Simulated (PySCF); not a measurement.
# hydrogen sulfide (H2S): spin-spin couplings and electronic excitations at several levels of theory, part 2 of 2

PySCF 2.14.0. Atoms count from 0. Earlier steps stand in the parts before.

## 8. Ultraviolet spectrum: PBE/def2-SVPD

The job: settings as JSON, then the geometry in Å.

```
{"job": {"kind": "uv", "xc": "PBE", "basis": "def2-SVPD", "ip": true}, "charge": 0, "multiplicity": 1}
S     -0.034438     0.554508     0.028476
H     -0.979734    -0.407843     0.006550
H      0.962473    -0.354282     0.005225
```

Method: TDDFT PBE/def2-SVPD, vertical, gas phase, core orbitals frozen in the response.

Output:

```text
coarse grid: 2864 points
cycle   1  E = -399.0382317961  dE = -6.481e-02  |g| = 1.593e-01  |ddm| = 1.419e+00
cycle   2  E = -399.0314342594  dE =  6.798e-03  |g| = 2.218e-01  |ddm| = 5.269e-01
cycle   3  E = -399.0476864237  dE = -1.625e-02  |g| = 1.115e-02  |ddm| = 2.971e-01
cycle   4  E = -399.0477137491  dE = -2.733e-05  |g| = 6.227e-03  |ddm| = 1.770e-02
cycle   5  E = -399.0477283078  dE = -1.456e-05  |g| = 9.369e-05  |ddm| = 6.399e-03
cycle   6  E = -399.0477283114  dE = -3.637e-09  |g| = 1.484e-05  |ddm| = 2.021e-04
final grid: 22496 points
cycle   7  E = -399.0933799614  dE = -3.356e-06  |g| = 4.315e-03  |ddm| = 2.712e-02
cycle   8  E = -399.0933760445  dE =  3.917e-06  |g| = 5.451e-03  |ddm| = 1.360e-02
cycle   9  E = -399.0933852968  dE = -9.252e-06  |g| = 3.732e-04  |ddm| = 7.725e-03
cycle  10  E = -399.0933853513  dE = -5.456e-08  |g| = 3.397e-05  |ddm| = 4.008e-04
cycle  11  E = -399.0933853517  dE = -4.024e-10  |g| = 9.277e-07  |ddm| = 4.409e-05
converged SCF energy = -399.0933853517

Static polarisability (au): isotropic 25.379, principal 24.886 24.971 26.279

Singlet excitations
state   eV       nm        f      main configurations
  1   5.8117    213.3   0.06671   H->L 0.99
  2   6.0108    206.3   0.00000   H->L+1 1.00
  3   7.3536    168.6   0.00000   H->L+2 1.00
  4   7.6587    161.9   0.00292   H->L+3 0.98
  5   8.1658    151.8   0.00475   H->L+4 0.95
  6   8.6617    143.1   0.12221   H-1->L 0.95
  7   8.7670    141.4   0.12824   H->L+5 0.80, H->L+6 0.17
  8   9.2559    134.0   0.00223   H-1->L+1 0.63, H->L+7 0.34
  9   9.4094    131.8   0.15204   H->L+6 0.82, H->L+5 0.15
 10  10.1266    122.4   0.10705   H->L+8 0.87, H-2->L+1 0.09

Triplet excitations (Tamm-Dancoff, eV): 5.4004 5.4936 7.2974 7.5112
Vertical ionisation energy (delta-SCF) = 10.4184 eV
```

Wall time 2.2 s (1 thread of Arm Neoverse N1, shared host); peak memory 0.32 GiB.

This run: HOMO -6.31 eV, LUMO -0.65 eV; lowest singlet 5.81 eV.

## 9. Ultraviolet spectrum: B3LYP/def2-SVPD

The job: settings as JSON, then the geometry in Å.

```
{"job": {"kind": "uv", "xc": "B3LYP", "basis": "def2-SVPD", "ip": true}, "charge": 0, "multiplicity": 1}
S     -0.034438     0.554508     0.028476
H     -0.979734    -0.407843     0.006550
H      0.962473    -0.354282     0.005225
```

Level: TDDFT B3LYP/def2-SVPD, vertical, gas phase, core orbitals frozen in the response.

Output:

```text
coarse grid: 2864 points
cycle   1  E = -399.2483906363  dE = -8.667e-02  |g| = 1.518e-01  |ddm| = 1.389e+00
cycle   2  E = -399.2482588868  dE =  1.317e-04  |g| = 1.659e-01  |ddm| = 4.397e-01
cycle   3  E = -399.2572733022  dE = -9.014e-03  |g| = 4.275e-03  |ddm| = 2.266e-01
cycle   4  E = -399.2572779351  dE = -4.633e-06  |g| = 7.904e-04  |ddm| = 5.364e-03
final grid: 22496 points
cycle   5  E = -399.2919221242  dE = -1.066e-06  |g| = 8.986e-04  |ddm| = 8.685e-03
cycle   6  E = -399.2919221144  dE =  9.734e-09  |g| = 8.960e-04  |ddm| = 2.239e-03
cycle   7  E = -399.2919223853  dE = -2.708e-07  |g| = 4.393e-05  |ddm| = 1.224e-03
cycle   8  E = -399.2919223858  dE = -5.804e-10  |g| = 1.028e-05  |ddm| = 6.510e-05
converged SCF energy = -399.2919223858

Static polarisability (au): isotropic 24.876, principal 24.491 24.690 25.447

Singlet excitations
state   eV       nm        f      main configurations
  1   5.9628    207.9   0.06313   H->L 1.00
  2   6.0356    205.4   0.00000   H->L+1 1.00
  3   7.6044    163.0   0.00000   H->L+2 1.00
  4   7.8828    157.3   0.00300   H->L+3 0.99
  5   8.4013    147.6   0.00860   H->L+4 0.94
  6   8.9192    139.0   0.12214   H-1->L 0.93
  7   8.9256    138.9   0.13014   H->L+5 0.80, H->L+6 0.19
  8   9.3878    132.1   0.00423   H-1->L+1 0.64, H->L+7 0.34
  9   9.5452    129.9   0.16116   H->L+6 0.80, H->L+5 0.17
 10  10.2728    120.7   0.11254   H->L+8 0.87, H-2->L+1 0.08

Triplet excitations (Tamm-Dancoff, eV): 5.5414 5.5462 7.6041 7.7848
Vertical ionisation energy (delta-SCF) = 10.4695 eV
```

Wall time 2 s (1 thread of Arm Neoverse N1, shared host); peak memory 0.32 GiB.

This run: HOMO -7.32 eV, LUMO -0.25 eV; lowest singlet 5.96 eV.

## 10. Ultraviolet spectrum: PBE0/def2-SVPD

The job: settings as JSON, then the geometry in Å.

```
{"job": {"kind": "uv", "xc": "PBE0", "basis": "def2-SVPD", "ip": true}, "charge": 0, "multiplicity": 1}
S     -0.034438     0.554508     0.028476
H     -0.979734    -0.407843     0.006550
H      0.962473    -0.354282     0.005225
```

Method: TDDFT PBE0/def2-SVPD, vertical, gas phase, core orbitals frozen in the response.

Output:

```text
coarse grid: 2864 points
cycle   1  E = -399.0853741741  dE = -9.490e-02  |g| = 1.488e-01  |ddm| = 1.380e+00
cycle   2  E = -399.0869990391  dE = -1.625e-03  |g| = 1.467e-01  |ddm| = 4.027e-01
cycle   3  E = -399.0940356591  dE = -7.037e-03  |g| = 3.859e-03  |ddm| = 2.016e-01
cycle   4  E = -399.0940394841  dE = -3.825e-06  |g| = 5.942e-04  |ddm| = 5.599e-03
final grid: 22496 points
cycle   5  E = -399.1288809616  dE = -4.038e-06  |g| = 3.152e-03  |ddm| = 2.145e-02
cycle   6  E = -399.1288813395  dE = -3.780e-07  |g| = 2.892e-03  |ddm| = 8.547e-03
cycle   7  E = -399.1288838825  dE = -2.543e-06  |g| = 1.104e-04  |ddm| = 4.191e-03
cycle   8  E = -399.1288838869  dE = -4.393e-09  |g| = 1.390e-05  |ddm| = 1.280e-04
cycle   9  E = -399.1288838870  dE = -7.913e-11  |g| = 1.487e-06  |ddm| = 1.557e-05
converged SCF energy = -399.1288838870

Static polarisability (au): isotropic 24.545, principal 24.147 24.386 25.102

Singlet excitations
state   eV       nm        f      main configurations
  1   6.1517    201.5   0.00000   H->L+1 1.00
  2   6.2016    199.9   0.06545   H->L 1.00
  3   7.8624    157.7   0.00000   H->L+2 1.00
  4   8.1395    152.3   0.00292   H->L+3 0.99
  5   8.6090    144.0   0.00818   H->L+4 0.94
  6   9.0825    136.5   0.13425   H->L+5 0.81, H->L+6 0.18
  7   9.1673    135.2   0.13085   H-1->L 0.93
  8   9.5294    130.1   0.00443   H-1->L+1 0.64, H->L+7 0.34
  9   9.7116    127.7   0.16368   H->L+6 0.81, H->L+5 0.16
 10  10.4078    119.1   0.11380   H->L+8 0.88, H-2->L+1 0.08

Triplet excitations (Tamm-Dancoff, eV): 5.6033 5.7359 7.7702 7.8030
Vertical ionisation energy (delta-SCF) = 10.4003 eV
```

Wall time 1.9 s (1 thread of Arm Neoverse N1, shared host); peak memory 0.32 GiB.

Key values: HOMO -7.57 eV, LUMO 0.07 eV; lowest singlet 6.15 eV.

## 11. Ultraviolet spectrum: BHandHLYP/def2-SVPD

The job: settings as JSON, then the geometry in Å.

```
{"job": {"kind": "uv", "xc": "BHandHLYP", "basis": "def2-SVPD", "ip": true}, "charge": 0, "multiplicity": 1}
S     -0.034438     0.554508     0.028476
H     -0.979734    -0.407843     0.006550
H      0.962473    -0.354282     0.005225
```

Level: TDDFT BHandHLYP/def2-SVPD, vertical, gas phase, core orbitals frozen in the response.

Output:

```text
coarse grid: 2864 points
cycle   1  E = -399.2347531660  dE = -1.205e-01  |g| = 1.566e-01  |ddm| = 1.352e+00
cycle   2  E = -399.2418424640  dE = -7.089e-03  |g| = 1.029e-01  |ddm| = 3.357e-01
cycle   3  E = -399.2452670476  dE = -3.425e-03  |g| = 7.791e-03  |ddm| = 1.493e-01
cycle   4  E = -399.2452999714  dE = -3.292e-05  |g| = 2.213e-03  |ddm| = 1.463e-02
cycle   5  E = -399.2453020381  dE = -2.067e-06  |g| = 5.243e-04  |ddm| = 3.074e-03
final grid: 22496 points
cycle   6  E = -399.2670679629  dE = -4.857e-07  |g| = 2.977e-04  |ddm| = 3.737e-03
cycle   7  E = -399.2670679880  dE = -2.504e-08  |g| = 1.244e-04  |ddm| = 6.628e-04
cycle   8  E = -399.2670679929  dE = -4.939e-09  |g| = 1.448e-05  |ddm| = 1.430e-04
cycle   9  E = -399.2670679930  dE = -1.134e-10  |g| = 4.028e-06  |ddm| = 3.706e-05
converged SCF energy = -399.2670679930

Static polarisability (au): isotropic 24.110, principal 23.798 24.159 24.374

Singlet excitations
state   eV       nm        f      main configurations
  1   6.1671    201.0   0.00000   H->L+1 0.95
  2   6.3062    196.6   0.06113   H->L 0.98
  3   8.0522    154.0   0.00000   H->L+2 0.96
  4   8.3016    149.3   0.00334   H->L+3 0.98
  5   8.7980    140.9   0.01357   H->L+4 0.91
  6   9.2297    134.3   0.12951   H->L+5 0.78, H->L+6 0.20
  7   9.4039    131.8   0.12831   H-1->L 0.88
  8   9.6661    128.3   0.00779   H-1->L+1 0.61, H->L+7 0.34
  9   9.8405    126.0   0.17756   H->L+6 0.78, H->L+5 0.18
 10  10.5580    117.4   0.12143   H->L+8 0.87

Triplet excitations (Tamm-Dancoff, eV): 5.6388 5.8263 7.8549 8.0398
Vertical ionisation energy (delta-SCF) = 10.2772 eV
```

Wall time 2 s (1 thread of Arm Neoverse N1, shared host); peak memory 0.32 GiB.

Key values: HOMO -8.69 eV, LUMO 0.56 eV; lowest singlet 6.17 eV.

## 12. Side by side: spin-spin couplings

Couplings (Hz), each a mean over the pairs like the one named, with basis size and wall time:

```
                run  S0–H1  H1–H2  functions    time
B3LYP/aug-cc-pVTZ-J   24.6  -12.5        108     3 s
    B3LYP/def2-TZVP   24.8  -10.4         49   1.4 s
      B3LYP/cc-pVTZ   18.9  -10.3         62   1.7 s
       B3LYP/6-31G*   31.2  -13.4         22  0.87 s
```

## 13. Run by run: electronic excitations

Excitations and ground-state properties, with basis size and wall time:

```
                run  lowest singlet (eV)  brightest (eV)      f  gap (eV)  α (Å³)  μ (D)  functions    time
       HF/def2-SVPD                 6.33            9.62  0.164     12.55    3.49   1.13         43  0.44 s
      LDA/def2-SVPD                 5.83            9.42  0.180      5.68    3.81   1.07         43   1.3 s
      PBE/def2-SVPD                 5.81            9.41  0.152      5.66    3.76   1.02         43   2.2 s
    B3LYP/def2-SVPD                 5.96            9.55  0.161      7.07    3.69   1.01         43     2 s
     PBE0/def2-SVPD                 6.15            9.71  0.164      7.64    3.64   1.07         43   1.9 s
BHandHLYP/def2-SVPD                 6.17            9.84  0.178      9.25    3.57   1.06         43     2 s
```

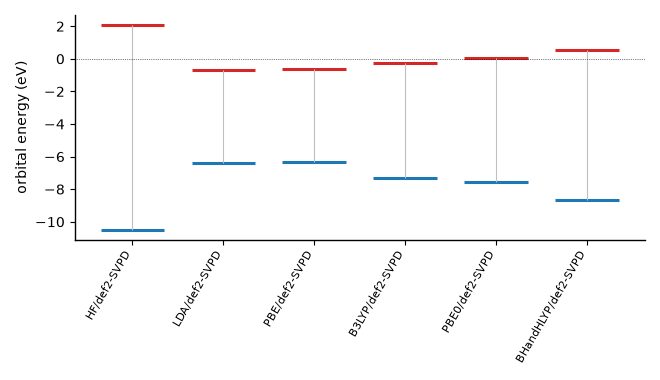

HOMO (blue) and LUMO (red) run by run.

## 14. What came out

The summary covers parts 1 to 2.

| quantity | value |
| --- | --- |
| largest coupling of the table (B3LYP/aug-cc-pVTZ-J) | ¹J(S,H) S0–H1, 24.6 Hz |
| lowest singlet (HF/def2-SVPD) | 6.33 eV (196 nm), f = 0.000 |
| brightest single state of those computed | state 6, 9.62 eV, f = 0.164 |
| lowest triplet | 5.69 eV |
| vertical ionisation energy (ΔSCF) | 9.28 eV |
| range of J(S0,H1), mean over like pairs | 18.9 to 31.2 Hz |
| range of the lowest singlet | 5.81 to 6.33 eV |

What this shows: Single values in the summary come from the first run of each kind that ended normally (B3LYP/aug-cc-pVTZ-J; HF/def2-SVPD), which need not be the best level. In the run at B3LYP/aug-cc-pVTZ-J, the largest coupling of the table is S0–H1 (mean over like pairs), 24.6 Hz, of which the Fermi-contact term gives 20.0 Hz. The first singlet state (HOMO→LUMO+4 0.92) lies at 6.33 eV and is dark; of the 10 states computed, the strongest absorption comes from state 6 at 9.62 eV (the last state computed is bright too, and its partners may lie past the list). The lowest triplet lies 0.64 eV below the lowest singlet (triplets in Tamm-Dancoff, singlets in full TDDFT). At HF/def2-SVPD, the highest states lie near or above the ionisation energy, where they hang on the basis. ΔSCF puts the ionisation energy at 9.28 eV, 1.21 eV below −ε(HOMO). The coupling S0–H1, as a mean over pairs of its kind, runs from 18.9 Hz (B3LYP/cc-pVTZ) to 31.2 Hz (B3LYP/6-31G*). The lowest singlet runs from 5.81 eV (PBE/def2-SVPD) to 6.33 eV (HF/def2-SVPD), while the orbital gap spans 5.66 to 12.55 eV: the excitation energy moves far less from run to run than the orbital gap does. The lowest state need not be the same one in every run. Couplings from bases without tight functions are rough.
